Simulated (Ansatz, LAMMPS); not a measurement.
# Forces and charges in liquid 62P2O5-12Al2O3-27MgO (mol %) at 3000 K (141 atoms), part 2 of 2

Wanted: forces, charges and levels of liquid 62P2O5-12Al2O3-27MgO (mol %) at 3000 K (141 atoms).

Ansatz 0.2.0; Kohn-Sham DFT, PBE, PAW (set soft_2), plane waves.

The cell: 32 P, 6 Al, 7 Mg and 96 O. The starting topology of bonds comes from the classical model. Sampling is at Γ alone, for a cell whose shortest periodic width is 12 Å.

So far. Step 3 (Plane-wave single point): About 57 of the 824 electrons lie in deeper levels, below the stored range.

### 3. Plane-wave single point (continued)

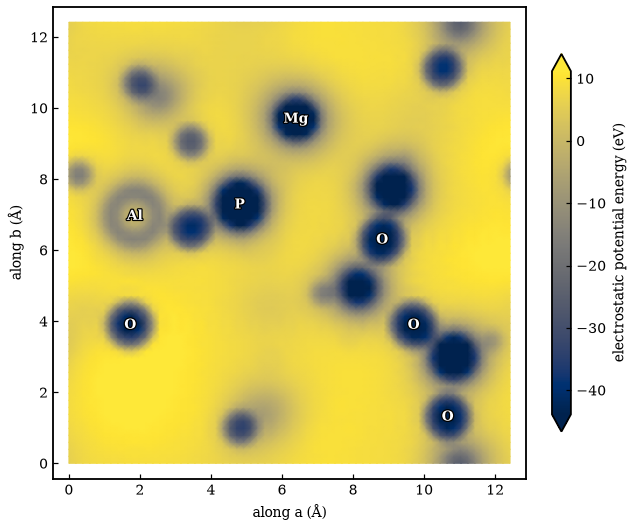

Electrostatic potential energy in the ab plane at fractional z = 0.334, with atoms of P and Al and Mg and O within 0.2 Å of it. With pseudopotentials it is smooth inside the atoms' cores, unlike the true potential. The map starts off the cell's origin, so that atoms lie inside it.

Mean Löwdin charges: Al +1.36, Mg +1.65, O -0.79, P +2.19 e (they miss 1.6 % of the electrons, so they add up to more than the cell's charge). Within 0.4 eV of the Fermi level the largest share is O p (85 % of the projected weight).

### 4. Local order

These statistics describe the geometry on which the runs were made.

Density 2.48 g/cm³, 13.58 Å³ an atom.

g(r), total and by pair (bins of 0.2 Å):

| r (Å) | total | O-O | O-P | O-Mg | O-Al | P-P | P-Mg |
| --- | --- | --- | --- | --- | --- | --- | --- |
| 1.30 | 0.04 | 0.00 | 0.13 | 0.00 | 0.00 | 0.00 | 0.00 |
| 1.50 | 3.01 | 0.00 | 9.65 | 0.00 | 0.57 | 0.00 | 0.00 |
| 1.70 | 1.20 | 0.00 | 3.10 | 0.36 | 3.69 | 0.00 | 0.00 |
| 1.90 | 0.45 | 0.00 | 0.48 | 2.55 | 2.22 | 0.00 | 0.00 |
| 2.10 | 0.29 | 0.22 | 0.00 | 1.27 | 1.83 | 0.00 | 0.00 |
| 2.30 | 0.86 | 1.51 | 0.05 | 1.48 | 0.74 | 0.00 | 0.00 |
| 2.50 | 1.34 | 2.71 | 0.04 | 0.90 | 0.21 | 0.00 | 0.00 |
| 2.70 | 0.80 | 1.45 | 0.17 | 0.31 | 0.75 | 0.00 | 0.00 |
| 2.90 | 0.63 | 0.91 | 0.15 | 0.55 | 0.49 | 0.87 | 0.80 |
| 3.10 | 1.00 | 1.01 | 0.39 | 0.71 | 0.95 | 3.40 | 2.80 |
| 3.30 | 0.75 | 0.66 | 0.74 | 0.81 | 0.86 | 0.99 | 1.54 |
| 3.50 | 0.95 | 0.84 | 1.11 | 0.92 | 0.64 | 0.49 | 2.20 |
| 3.70 | 0.96 | 0.83 | 1.30 | 0.49 | 1.25 | 0.22 | 1.26 |
| 3.90 | 1.08 | 0.66 | 1.67 | 1.20 | 1.66 | 0.39 | 1.12 |
| 4.10 | 1.15 | 0.83 | 1.52 | 1.60 | 1.43 | 1.17 | 0.61 |
| 4.30 | 1.06 | 1.02 | 1.04 | 1.29 | 1.50 | 0.73 | 1.28 |
| 4.50 | 1.17 | 1.11 | 1.34 | 1.51 | 1.04 | 0.95 | 0.50 |
| 4.70 | 1.07 | 1.20 | 0.82 | 0.98 | 1.20 | 1.43 | 1.67 |
| 4.90 | 1.09 | 1.25 | 0.89 | 0.80 | 0.49 | 1.74 | 0.71 |
| 5.10 | 1.06 | 1.12 | 0.92 | 1.31 | 0.66 | 1.54 | 1.31 |
| 5.30 | 0.95 | 1.06 | 0.71 | 0.68 | 1.03 | 1.26 | 1.21 |
| 5.50 | 0.93 | 0.96 | 0.76 | 1.08 | 1.14 | 1.19 | 1.02 |
| 5.70 | 0.97 | 1.01 | 1.05 | 1.02 | 0.56 | 0.96 | 0.63 |
| 5.90 | 0.98 | 0.89 | 1.20 | 0.78 | 0.76 | 0.90 | 0.88 |
| 6.10 | 0.95 | 0.89 | 1.13 | 0.86 | 1.07 | 0.53 | 0.81 |

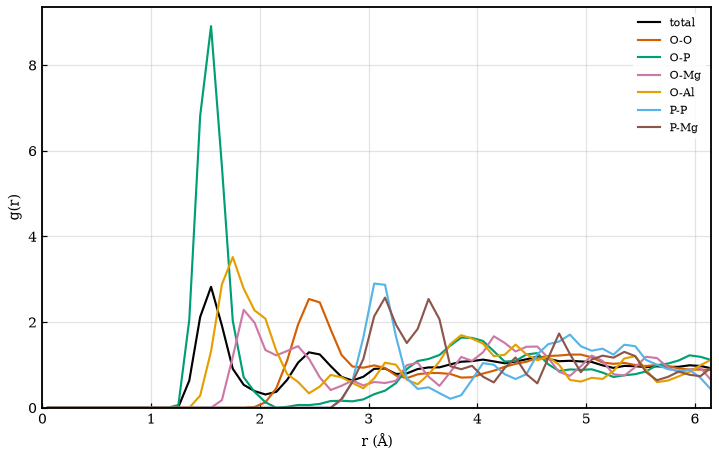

Pair distribution functions, lightly smoothed.

A closer look about O76, which bears the longest force: 13 atoms, nearest first, numbered in the order of the input, with positions taken from that point.

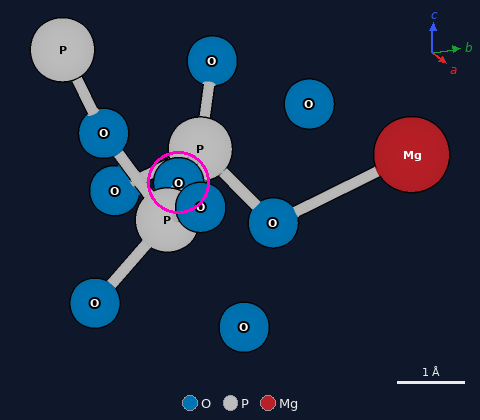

The atoms of the table, within 3.8 Å (arrows a, b, c point along x, y, z); some may hide others; the central atom is ringed.

| atom | x | y | z | distance (Å) | Löwdin charge (e) | Fx | Fy | Fz (eV/Å) |
| --- | --- | --- | --- | --- | --- | --- | --- | --- |
| O76 | 0.00 | 0.00 | 0.00 | 0.00 | -0.70 | 7.65 | -6.83 | 0.87 |
| P2 | -1.14 | 0.88 | 0.03 | 1.44 | 2.16 | -3.54 | 6.05 | -6.87 |
| P22 | 1.52 | -0.89 | 0.04 | 1.76 | 2.08 | 2.37 | 0.37 | -1.79 |
| O129 | 0.75 | -1.65 | 1.27 | 2.21 | -0.71 | -0.74 | -0.37 | -0.35 |
| O87 | -0.54 | 1.87 | -1.07 | 2.22 | -0.95 | -1.06 | 1.49 | 1.85 |
| O54 | -2.24 | 0.01 | -0.92 | 2.42 | -0.79 | 0.73 | 0.52 | 1.94 |
| O51 | -1.96 | 1.42 | 1.10 | 2.66 | -0.79 | -0.99 | -0.74 | 2.25 |
| O56 | 1.46 | -2.02 | -1.18 | 2.76 | -0.72 | -3.95 | 0.84 | 3.08 |
| O55 | 1.79 | 1.28 | 1.75 | 2.81 | -0.77 | -1.64 | -0.11 | 3.35 |
| O136 | 2.44 | 0.03 | -1.47 | 2.85 | -0.74 | 0.31 | 2.04 | -1.04 |
| O121 | 2.92 | -1.01 | 0.76 | 3.18 | -0.70 | -1.28 | 0.88 | -1.38 |
| P14 | 0.52 | -2.28 | 2.61 | 3.51 | 2.25 | -3.05 | 0.74 | 0.79 |
| Mg43 | 0.19 | 3.79 | 0.06 | 3.80 | 1.63 | -3.89 | -0.92 | 0.22 |

### 5. Outcome

```json
{
 "free energy per atom": "-676.2679 eV/atom",
 "pressure": "3.348 GPa",
 "r.m.s. force component": "2.679 eV/Å",
 "spacing of highest filled and lowest empty level": "0.0951 eV",
 "wall time of the 1 DFT run": "48 s"
}
```

What this shows: Occupations were fixed, yet the highest filled and lowest empty levels lie only 0.095 eV apart (at Γ alone), so the cell may have no gap and the filling was imposed.

**Limits.** The force components of 2.7 eV/Å r.m.s. reflect the temperature of the frame as well as the gap between the generating potential and DFT. The stress is far from hydrostatic: its diagonal is 4.3, 0.3, 5.4 GPa, compression counted positive. The pressure of 3.3 GPa is that of one thermal frame, in which the classical model's bond lengths enter as well as the volume, without the kinetic term.

[Logs are printed without paths, hosts, clocks, repeated set-up lines and the standing remarks that a program may print on its own settings, such as how far it seeks lower states.]

[Hosts, paths, dates, database ids (printed as entryN), source tags and the programs' standing remarks are cut or masked in the printed files.]
